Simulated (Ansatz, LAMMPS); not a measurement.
**Relaxing Zn2+ triflate in trimethyl phosphate and propylene carbonate, from a frame at 350 K (201 atoms)**

Wanted: the relaxed structure of Zn2+ triflate in trimethyl phosphate and propylene carbonate, from a frame at 350 K (201 atoms) and its electronic structure.

Calculated with Ansatz 0.2.0; Kohn-Sham DFT, PBE+D4, PAW (set soft_2), plane waves.

### Step 1. Starting point

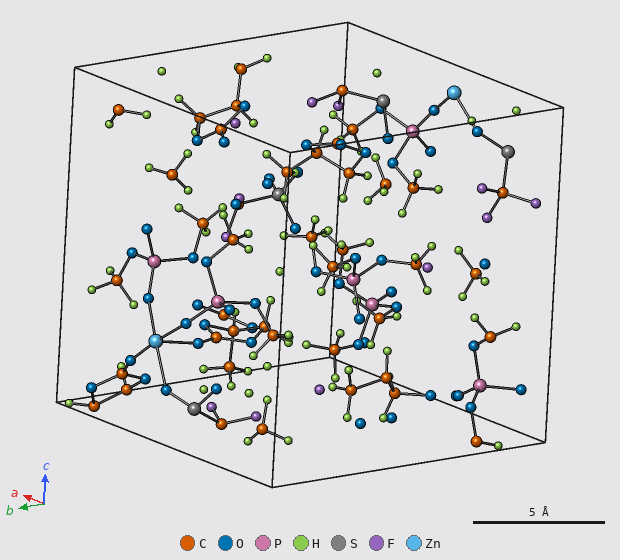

The starting structure, seen from a free direction (carbon orange, oxygen blue, phosphorus pink, hydrogen green, sulfur grey, fluorine purple, zinc blue). Bonds to atoms that aren't drawn are left out. Some periodic images of atoms are drawn too.

The cell holds 201 atoms: 42 C, 51 O, 6 P, 84 H, 4 S, 12 F and 2 Zn. Its edges and angles: a = 13.385 Å, b = 13.385 Å, c = 13.385 Å, α = 90.0°, β = 90.0°, γ = 90.0°. 6 trimethyl phosphate, 5 propylene carbonate, 2 Zn2+, 4 triflate placed at random, at 1.44 g/cm³; overlaps pushed apart, then 10 ps at 550 K with divalent ions of Li, Roberts, Chakravorty and Merz (J. Chem. Theory Comput. 9, 2733 (2013)); MMFF94 bonds, angles, torsions, charges and radii (Halgren, J. Comput. Chem. 17, 490 (1996)) in harmonic and 12-6 forms; charges of ions scaled by 0.8. Snapshot after 30 ps at 350 K and fixed volume.

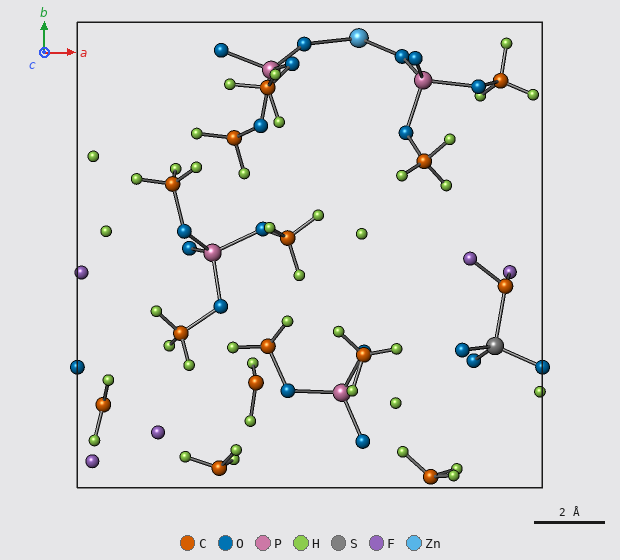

A slice 6 Å thick through the middle of the cell. Bonds to atoms that aren't drawn are left out.

Before any run, some limits are plain. The network of contacts between molecules at the start is that of the classical potential that made the cell. The density was typed from a rule of thumb and may lie off the real one at this temperature. Only the Γ point is sampled, in a cell whose shortest periodic width is 13 Å.

### Step 2. Single point at the start

The forces at the start show how far the geometry lies from a minimum of this functional.

input.yaml

```yaml
crystal:
  lattice:
    - [13.38458, 0.0, 0.0]
    - [0.0, 13.38458, 0.0]
    - [0.0, 0.0, 13.38458]
  atoms:
    - { symbol: C, position: [0.75994, 0.02319, 0.58056] }
    - { symbol: O, position: [0.72663, 0.92269, 0.57626] }
    - { symbol: P, position: [0.74368, 0.87557, 0.46912] }
    - { symbol: O, position: [0.69828, 0.92677, 0.37725] }
    [... 191 atom lines left out ...]
    - { symbol: C, position: [0.48611, 0.42455, 0.98425] }
    - { symbol: F, position: [0.49366, 0.5281, 0.9611] }
    - { symbol: F, position: [0.54995, 0.3845, 0.91684] }
    - { symbol: F, position: [0.52422, 0.41798, 0.08058] }
    - { symbol: Zn, position: [0.6055, 0.96633, 0.27843] }
    - { symbol: Zn, position: [0.32535, 0.14218, 0.98044] }
kpoints:
  mp_grid: { grid: [1, 1, 1] }
hamiltonian:
  xc: pbe
  dispersion: d4
scf:
  occupations: { method: fixed }
output:
  forces: true
  stress: true
  populations: intrinsic
  dos:
    method: { smearing: { sigma: 0.08 } }
    de: 0.1
    projected: { site_lists: { C: [C], F: [F], H: [H], O: [O], P: [P] } }
  eigenvalues: true
```

The run is started by

```bash
$ ansatz run input.yaml --threads 4 --pin off --max-ram 8192MiB --backend cpu --events-out ev --progress --plain --runs-dir out
```

Elapsed: 40 s, on 4 threads of Intel Xeon Platinum 8488C (Sapphire Rapids), shared host; peak memory 3.8 GiB.

Numbers from this run:

| Property | Result |
| --- | --- |
| free energy | -65281.7554 eV |
| free energy per atom | -324.7849 eV/atom |
| SCF cycles | 11 |
| pressure | 2.243 GPa |
| r.m.s. force component | 1.267 eV/Å |
| longest force | 5.851 eV/Å |
| Fermi energy | 0.2877 eV |
| gap (highest filled to lowest empty level) | 3.735 eV |

The r.m.s. force component of 1.3 eV/Å and the pressure of 2.2 GPa set the starting point.

Neighbours are counted within 1.34 Å (H-C), 1.73 Å (O-C), 2.02 Å (O-P), 1.93 Å (O-S), 2.43 Å (O-Zn), 1.85 Å (C-C), 1.62 Å (C-F), 2.21 Å (C-S).

Length of the force by element and coordination:

```csv
element,coordination,atoms,mean length of the force (eV/Å),spread,least,most
C,all,42,2.51,0.862,0.970,4.00
C,3,5,2.62,0.954,1.16,4.00
C,4,37,2.50,0.847,0.970,3.93
F,all,12,1.36,0.420,0.395,1.88
H,all,84,1.09,0.668,0.152,3.35
O,all,51,2.31,1.37,0.468,5.85
O,1,12,1.34,0.855,0.468,3.26
O,2,39,2.60,1.37,0.884,5.85
P,all,6,3.43,1.37,1.54,5.81
S,all,4,3.55,1.08,1.78,4.64
Zn,all,2,1.82,0.254,1.56,2.07
Zn,5,1,2.07,0,2.07,2.07
Zn,6,1,1.56,0,1.56,1.56
```

### Step 3. Relaxation

With the cell held, the atoms are moved downhill towards a nearby minimum.

input.yaml, the sections that differ from step 2:

```yaml
output:
  forces: true
relax:
  f_tol: 0.03
  max_steps: 200
# crystal, kpoints, hamiltonian, scf: as in step 2
```

Elapsed: 15 min, on 4 threads; peak memory 3.4 GiB.

The steps of the relaxation (22 of 53):

| step | energy less that of the first step (eV) | largest force component (eV/Å) |
| --- | --- | --- |
| 1 | 0.0000 | 5.5328 |
| 3 | -11.3960 | 1.8528 |
| 6 | -12.8403 | 0.3200 |
| 8 | -13.0653 | 0.5560 |
| 11 | -13.2857 | 0.4867 |
| 13 | -13.3819 | 0.9495 |
| 16 | -13.5105 | 0.7288 |
| 18 | -13.5773 | 0.8442 |
| 21 | -13.6768 | 0.4933 |
| 23 | -13.7318 | 0.5339 |
| 26 | -13.8349 | 0.2304 |
| 28 | -13.8786 | 0.3607 |
| 31 | -13.9406 | 0.2248 |
| 33 | -13.9691 | 0.2825 |
| 36 | -14.0076 | 0.2743 |
| 38 | -14.0289 | 0.2287 |
| 41 | -14.0546 | 0.2766 |
| 43 | -14.0686 | 0.1291 |
| 46 | -14.0777 | 0.0786 |
| 48 | -14.0811 | 0.0501 |
| 51 | -14.0836 | 0.0331 |
| 53 | -14.0842 | 0.0157 |

Relaxation step 52 was tried and not accepted.

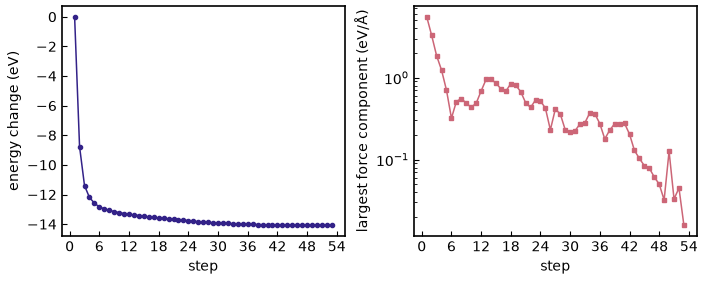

Energy and largest force along the relaxation.

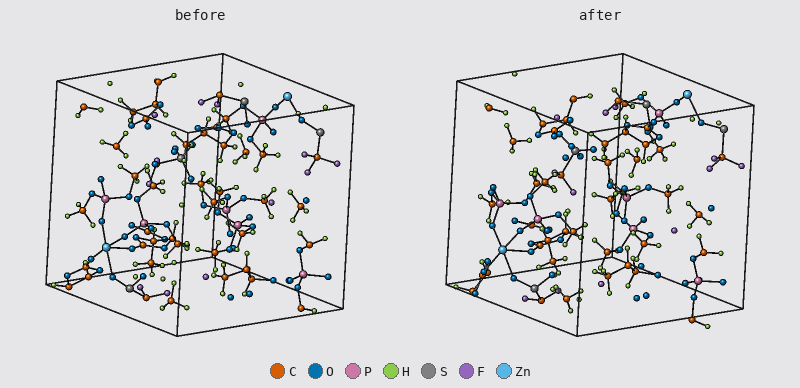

Before and after, at one scale. Bonds to atoms that aren't drawn are left out.

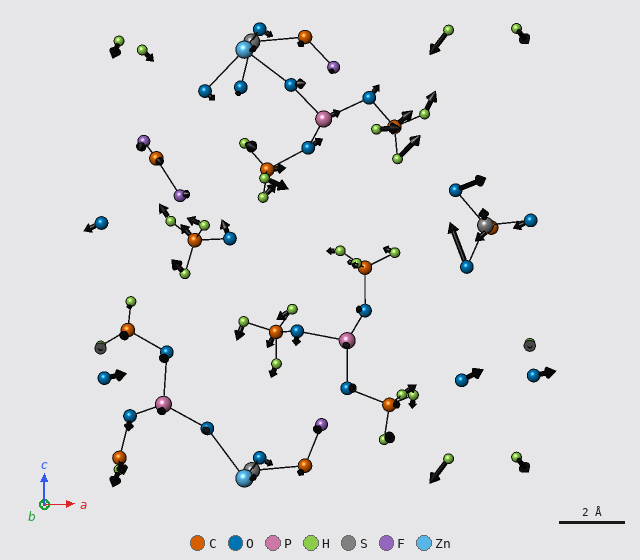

Displacements in the relaxation, scaled; the longest in the cell stands for 2.45 Å. Drawn is a slice 4 Å thick, seen along the normal of the ac plane. Bonds to atoms that aren't drawn are left out.

The atoms that moved most (Å):

| atom | dx | dy | dz | length |
| --- | --- | --- | --- | --- |
| O168 | -0.822 | 0.604 | 2.224 | 2.447 |
| H17 | -2.336 | 0.538 | 0.227 | 2.408 |
| O147 | -1.495 | -1.616 | 0.541 | 2.267 |
| O171 | 1.628 | 1.410 | 0.476 | 2.206 |
| H63 | 0.127 | -1.669 | 1.428 | 2.200 |
| H64 | -1.016 | 0.015 | 1.917 | 2.170 |
| O148 | -1.611 | -1.052 | 0.456 | 1.977 |
| C146 | -1.511 | -1.257 | 0.189 | 1.974 |

The relaxation changed the energy by -70.1 meV/atom, and atoms moved by 1.1 Å r.m.s., 2.4 Å at most.

### Step 4. Local order after relaxation

Bonds before and after, by the cutoffs listed below:

```
pair  bonds before  bonds after  mean before (Å)  mean after (Å)  spread before (Å)  spread after (Å)
 H-C            84           84            1.089           1.096              0.031             0.002
 O-C            43           43            1.379           1.403              0.066             0.082
 O-P            24           24            1.587           1.560              0.040             0.043
 O-S            12           12            1.462           1.468              0.022             0.016
O-Zn            11           11            1.894           2.079              0.067             0.063
 C-C            10           10            1.525           1.518              0.025             0.011
 C-F            12           12            1.383           1.349              0.024             0.007
 C-S             4            4            1.798           1.885              0.024             0.016
```

Density 1.44 g/cm³, 11.93 Å³ an atom.

Pair distribution functions g(r), in bins of 0.2 Å:

| r (Å) | total | H-H | H-O | H-C | H-F | H-P | H-S |
| --- | --- | --- | --- | --- | --- | --- | --- |
| 1.00 | 3.39 | 0.00 | 0.00 | 19.40 | 0.00 | 0.00 | 0.00 |
| 1.20 | 0.19 | 0.00 | 0.00 | 0.21 | 0.00 | 0.00 | 0.00 |
| 1.40 | 1.56 | 0.00 | 0.00 | 0.00 | 0.00 | 0.00 | 0.00 |
| 1.60 | 0.56 | 0.00 | 0.00 | 0.00 | 0.00 | 0.00 | 0.00 |
| 1.80 | 1.14 | 6.29 | 0.00 | 0.00 | 0.00 | 0.00 | 0.00 |
| 2.00 | 0.65 | 0.00 | 2.56 | 0.00 | 0.00 | 0.00 | 0.00 |
| 2.20 | 0.94 | 0.05 | 0.98 | 2.00 | 0.00 | 0.00 | 0.00 |
| 2.40 | 0.59 | 1.06 | 0.41 | 0.00 | 0.16 | 0.00 | 0.00 |
| 2.60 | 1.00 | 0.94 | 1.27 | 0.23 | 0.55 | 0.53 | 0.00 |
| 2.80 | 0.82 | 0.89 | 1.54 | 0.71 | 1.08 | 3.31 | 0.00 |
| 3.00 | 0.93 | 1.16 | 0.96 | 0.56 | 1.14 | 3.63 | 0.30 |
| 3.20 | 0.80 | 0.77 | 0.74 | 1.10 | 0.65 | 0.91 | 1.40 |
| 3.40 | 0.89 | 0.67 | 0.83 | 1.07 | 0.83 | 1.12 | 1.21 |
| 3.60 | 1.02 | 0.58 | 0.72 | 1.33 | 1.17 | 2.41 | 2.00 |
| 3.80 | 0.97 | 0.86 | 0.96 | 0.90 | 0.99 | 0.91 | 1.17 |
| 4.00 | 1.03 | 1.26 | 1.27 | 1.05 | 1.00 | 0.71 | 1.41 |
| 4.20 | 1.06 | 1.35 | 1.39 | 0.86 | 0.54 | 0.43 | 0.32 |
| 4.40 | 1.06 | 0.99 | 1.16 | 1.04 | 1.17 | 0.29 | 0.59 |
| 4.60 | 1.06 | 1.05 | 1.07 | 1.21 | 1.53 | 0.37 | 1.20 |
| 4.80 | 1.10 | 1.25 | 0.92 | 1.48 | 1.27 | 0.83 | 1.36 |
| 5.00 | 1.01 | 0.77 | 0.98 | 1.33 | 1.09 | 1.06 | 0.81 |
| 5.20 | 0.98 | 0.84 | 0.83 | 1.10 | 1.27 | 1.19 | 1.57 |
| 5.40 | 1.02 | 1.05 | 0.95 | 0.74 | 1.16 | 1.17 | 0.78 |
| 5.60 | 0.99 | 0.99 | 0.88 | 0.87 | 1.12 | 1.02 | 0.73 |
| 5.80 | 1.02 | 1.07 | 1.07 | 0.84 | 1.21 | 1.02 | 1.35 |
| 6.00 | 0.96 | 1.01 | 0.92 | 0.92 | 0.92 | 1.00 | 0.63 |
| 6.20 | 1.01 | 0.83 | 1.05 | 0.86 | 1.18 | 1.13 | 0.95 |
| 6.40 | 1.04 | 1.07 | 0.98 | 1.08 | 1.20 | 0.69 | 1.04 |

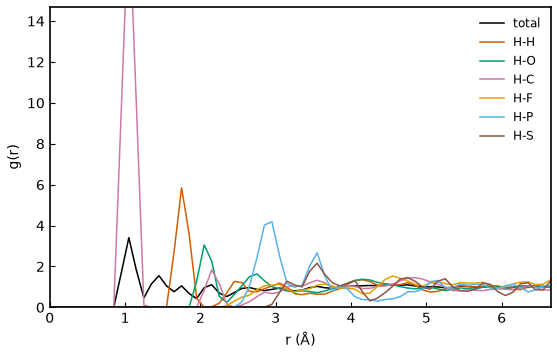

Pair distribution functions, lightly smoothed, with peaks cut at 14.

Bonds by pair of elements; cutoffs follow the first minimum of g(r), held within bounds set by covalent radii, and pairs that aren't listed don't count as bonded:

```csv
pair A-B,cutoff (Å),bonds,mean length (Å),spread (Å),shortest (Å),B about A,A about B
H-C,1.34,84,1.10,0.002,1.09,1,2
O-C,1.73,43,1.40,0.082,1.21,0.843,1.02
O-P,2.02,24,1.56,0.043,1.48,0.471,4
O-S,1.93,12,1.47,0.016,1.45,0.235,3
O-Zn,2.5,11,2.08,0.063,2.01,0.216,5.5
C-C,1.85,10,1.52,0.011,1.51,0.476,0.476
C-F,1.62,12,1.35,0.007,1.34,0.286,1
C-S,2.21,4,1.89,0.016,1.87,0.095,1
```

How many atoms have how many bonded neighbours:

```
element  mean   1   2  3   4  5  6
      C  3.88   0   0  5  37  0  0
      F     1  12   0  0   0  0  0
      H     1  84   0  0   0  0  0
      O  1.76  12  39  0   0  0  0
      P     4   0   0  0   6  0  0
      S     4   0   0  0   4  0  0
     Zn   5.5   0   0  0   0  1  1
```

Bond angles (no mean is given where the spread exceeds 20°):

```csv
angle,count,mean (°),spread (°)
H-C-H,74,110,0.8
H-C-O,69,109,1.9
O-P-O,36,109,5.2
C-C-H,35,111,1.5
O-Zn-O,25,-,-
```

Bond length by coordination (bonds to H left out):

```
element  coordination  atoms  mean bond length (Å)
      C             3      5                  1.30
      C             4     37                  1.48
      O             1     12                  1.40
      O             2     39                  1.56
     Zn             5      1                  2.04
     Zn             6      1                  2.11
```

Rings of the network by King's shortest-path rule, up to 12 atoms, one path for each pair of neighbours; H, halogens, alkali and alkaline-earth atoms are left out, and the last column divides by all other atoms, bonded or not:

| ring size (atoms) | rings | per network atom |
| --- | --- | --- |
| 5 | 5 | 0.048 |

Counting bonds as in the table, 88 % of C atoms have 4, all F atoms have 1, all H atoms have 1 and 76 % of O atoms have 2 bonded neighbours. The H-C-H angle averages 110° with a spread of 0.8°. All rings counted have 5 atoms.

### Step 5. Single point at the relaxed geometry

The electronic structure is read at the final geometry, in a run of its own.

input.yaml

```yaml
crystal:
  lattice:
    - [13.38458, 0.0, 0.0]
    - [0.0, 13.38458, 0.0]
    - [0.0, 0.0, 13.38458]
  atoms:
    - { symbol: C, position: [0.76284, 0.07245, 0.5515] }
    - { symbol: O, position: [0.72228, 0.97123, 0.5444] }
    - { symbol: P, position: [0.74637, 0.90522, 0.45026] }
    - { symbol: O, position: [0.73459, 0.95303, 0.35023] }
    [... 191 atom lines left out ...]
    - { symbol: C, position: [0.4741, 0.4413, 0.96126] }
    - { symbol: F, position: [0.45279, 0.53104, 0.92056] }
    - { symbol: F, position: [0.54656, 0.39773, 0.90724] }
    - { symbol: F, position: [0.50853, 0.45663, 0.05471] }
    - { symbol: Zn, position: [0.60994, 0.98409, 0.26769] }
    - { symbol: Zn, position: [0.34516, 0.12765, 0.98399] }
kpoints:
  mp_grid: { grid: [1, 1, 1] }
hamiltonian:
  xc: pbe
  dispersion: d4
scf:
  occupations: { method: fixed }
output:
  forces: true
  stress: true
  populations: intrinsic
  dos:
    method: { smearing: { sigma: 0.15 } }
    de: 0.1
    projected: { site_lists: { C: [C], F: [F], H: [H], O: [O], P: [P] } }
  eigenvalues: true
  write_density: true
  write_potential: true
  volumetric_format: npy
```

Elapsed: 41 s, on 4 threads; peak memory 3.8 GiB.

The program notes that the exchange-correlation potential is rough where the density is thin.

Numbers from this run:

```
free energy                                      : -65295.8396 eV
free energy per atom                             : -324.8549 eV/atom
SCF cycles                                       : 11
pressure                                         : -0.1974 GPa
r.m.s. force component                           : 0.00244 eV/Å
longest force                                    : 0.01778 eV/Å
Fermi energy                                     : -0.04723 eV
gap (highest filled to lowest empty level) : 4.468 eV
```

Intrinsic-atomic-orbital charges by element and coordination:

```
element  coordination  atoms  mean charge (e)  spread   least    most
      C           all     42          -0.0744   0.395  -0.536   0.681
      C             3      5            0.665  0.0121   0.652   0.681
      C             4     37           -0.174   0.306  -0.536   0.589
      F           all     12           -0.270  0.0122  -0.298  -0.249
      H           all     84            0.192  0.0122   0.167   0.218
      O           all     51           -0.677   0.232   -1.00  -0.318
      O             1     12           -0.816   0.188  -0.953  -0.486
      O             2     39           -0.634   0.228   -1.00  -0.318
      P           all      6             2.14  0.0146    2.11    2.15
      S           all      4             2.22  0.0074    2.21    2.23
     Zn           all      2             1.52  0.0059    1.52    1.53
     Zn             5      1             1.52       0    1.52    1.52
     Zn             6      1             1.53       0    1.53    1.53
```

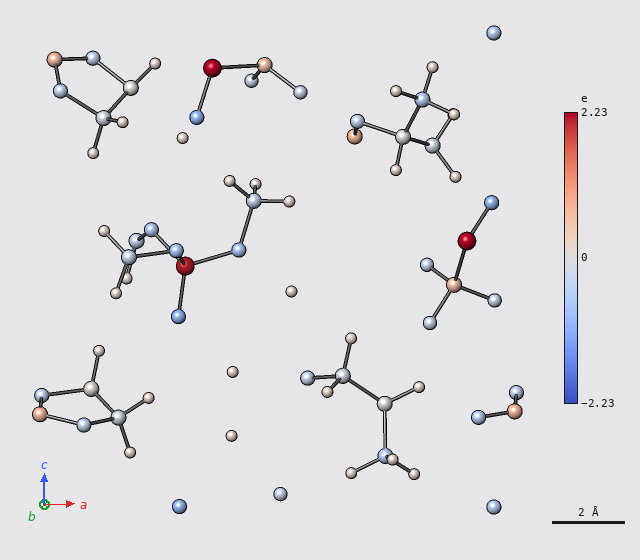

Atoms coloured by intrinsic-atomic-orbital charge. Drawn is a slice 4 Å thick, seen along the normal of the ac plane. Bonds to atoms that aren't drawn are left out.

States in the cell by windows of 1 eV, zero at the Fermi level; the larger projections on atomic orbitals stand beside the total:

```
from (eV)  to (eV)  total   O p   C p   H s   F p   C s
      -14      -13    0.8   0.2   0.0   0.1   0.0   0.4
      -13      -12   26.6   5.5   1.2   4.0   2.4   8.6
      -12      -11   27.0   5.4   1.1   6.6   0.4  10.7
      -11      -10   14.1   3.2   3.0   1.4   2.0   2.0
      -10       -9   23.6   4.8   5.7   0.7   7.2   1.5
       -9       -8   25.1   5.6   4.8   2.2   5.8   1.3
       -8       -7   42.2  17.7  11.6   4.4   0.5   1.1
       -7       -6   43.5  18.5  11.5   4.6   0.8   1.0
       -6       -5  101.1  30.4  29.7  12.8  18.4   0.4
       -5       -4   70.6  14.5  14.4   5.6  21.2   0.2
       -4       -3   57.6  25.6  13.8   8.8   3.1   0.2
       -3       -2   73.9  48.9  10.9   7.8   0.6   0.2
       -2       -1   71.3  56.0   5.6   4.8   1.3   0.6
       -1        0    6.3   5.7   0.2   0.0   0.1   0.1
        0        1    0.8   0.8   0.0   0.0   0.0   0.0
        1        4    0.0   0.0   0.0   0.0   0.0   0.0
        4        5   10.3   2.0   3.1   1.2   0.0   0.5
```

With fixed occupations the program's Fermi level is the highest filled level; weight inside the gap is the broadening of levels at its edges.

Between -26 and -14 eV lie 128 more states.

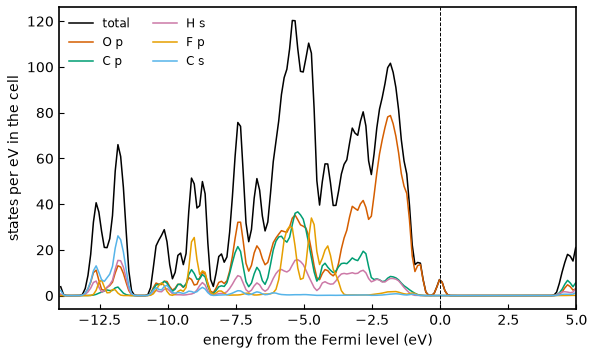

Total and projected density of states, with the broadening of the input.

Not all projections were asked for or kept, so they needn't add up to the total.

The levels nearest the highest filled one (over half full), pooled over k-points and spins:

```
level less the highest filled one (eV)  occupation
                                 -1.15           2
                                 -1.13           2
                                -0.998           2
                                -0.772           2
                                -0.749           2
                                     0           2
                                  4.47           0
                                  4.64           0
                                  4.71           0
                                  4.82           0
                                  5.03           0
                                  5.06           0
```

Mean intrinsic-atomic-orbital charges: C -0.07, F -0.27, H +0.19, O -0.68, P +2.14, S +2.22 e.

### Step 6. What came out

* energy change in the relaxation: -70.07 meV/atom
* r.m.s. displacement: 1.056 Å
* largest displacement: 2.447 Å
* free energy per atom: -324.8549 eV/atom
* pressure: -0.1974 GPa
* r.m.s. force component: 0.00244 eV/Å
* gap (highest filled to lowest empty level): 4.468 eV
* wall time of the 3 DFT runs: 16 min

**Reading.** Relaxation lowers the energy by 70.1 meV/atom and moves atoms by 1.1 Å r.m.s.; the r.m.s. force component goes from 1.3 to 0.0024 eV/Å, the pressure goes from 2.2 to -0.20 GPa, and the gap from 3.74 to 4.47 eV. By the final cutoffs no bond was broken or made. First to last step the energy falls by 14.084 eV; the largest move, 2.45 Å, is that of O168, with 1 other atom within 2 % of it. The O-Zn bonds change most in mean length: from 1.894 Å (spread 0.067) to 2.079 Å (spread 0.063). Counting bonds as in the table, 88 % of C atoms have 4, all F atoms have 1, all H atoms have 1 and 76 % of O atoms have 2 bonded neighbours. The highest filled and lowest empty levels differ by 4.47 eV (at Γ alone); a semilocal functional tends to put such gaps too low. In a disordered cell it changes from sample to sample and from frame to frame.

What to keep in mind: The network of contacts between molecules at the start is that of the classical potential that made the cell; in DFT atoms moved by 1.1 Å r.m.s.

[Logs are printed without paths, hosts, clocks, repeated set-up lines and the standing remarks that a program may print on its own settings, such as how far it seeks lower states.]

[Hosts, paths, dates, database ids (printed as entryN), source tags and the programs' standing remarks are cut or masked in the printed files.]

[The MMFF94 radii named for the starting cell were scaled by 0.96; in molecules described by MMFF94, hydrogen bound to N, O or S took a small fixed 12-6 site in their place.]
